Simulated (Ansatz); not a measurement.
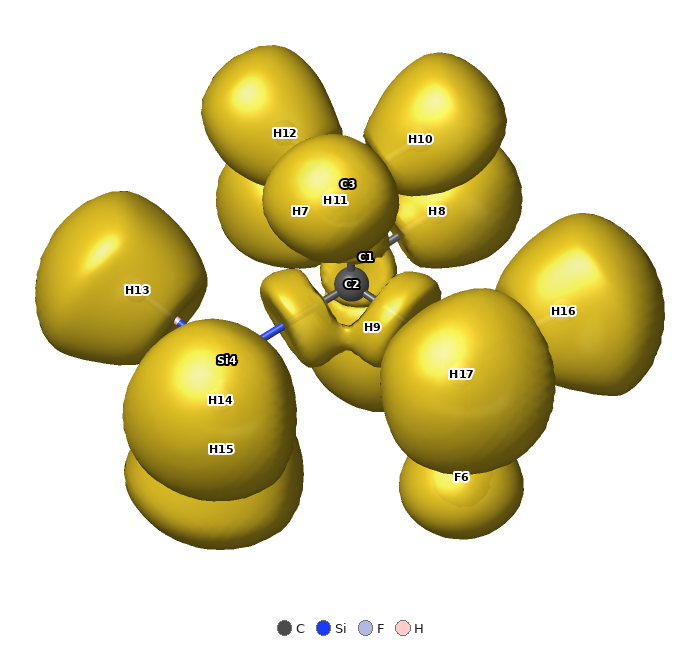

C3H11FSi2 (SMILES CC(C)([SiH3])[SiH2]F). Isosurface of the ELF at 0.75 (yellow), seen at a tilt. Only the valence region is drawn (cores and ρ < 0.01 e/Å³ removed).

Computed with RKS r2SCAN/6-31G* (Ansatz).

```yaml
atoms:
  - { symbol: C, position_ang: [-1.5683, -0.3630, -0.1964] }
  - { symbol: C, position_ang: [-0.0709, -0.0771, 0.0564] }
  - { symbol: C, position_ang: [0.4511, -0.9576, 1.2157] }
  - { symbol: Si, position_ang: [0.9224, -0.4405, -1.5165] }
  - { symbol: Si, position_ang: [0.1645, 1.7126, 0.5575] }
  - { symbol: F, position_ang: [-0.1216, 2.6838, -0.7064] }
  - { symbol: H, position_ang: [-1.7279, -1.4109, -0.4908] }
  - { symbol: H, position_ang: [-2.1584, -0.1881, 0.7154] }
  - { symbol: H, position_ang: [-1.9821, 0.2730, -0.9892] }
  - { symbol: H, position_ang: [-0.0898, -0.7464, 2.1513] }
  - { symbol: H, position_ang: [1.5216, -0.8069, 1.4083] }
  - { symbol: H, position_ang: [0.2997, -2.0234, 0.9929] }
  - { symbol: H, position_ang: [0.9300, -1.9148, -1.7557] }
  - { symbol: H, position_ang: [2.3333, 0.0197, -1.3629] }
  - { symbol: H, position_ang: [0.3227, 0.2303, -2.7024] }
  - { symbol: H, position_ang: [-0.8040, 2.0584, 1.6383] }
  - { symbol: H, position_ang: [1.5585, 1.9505, 1.0247] }
```

> Identify the bonds, lone pairs and shells in this picture.

At this value the surface marks out two regions between bonded C–C atoms (shared pairs), eleven regions around hydrogen nuclei, one region on C in which the atom's valence shell and bonds are merged and one region wrapped around F (its lone pairs, merged into a ring or cap). Along the contacts the grid gives the following. C–C (1.55 Å): the ELF peaks at about 0.95 between the atoms (a covalent bond). Si–F (1.62 Å): the ELF peaks at about 0.80 in the valence shell of F, 0.5 Å from its nucleus, and is about 0.50 at the midpoint.
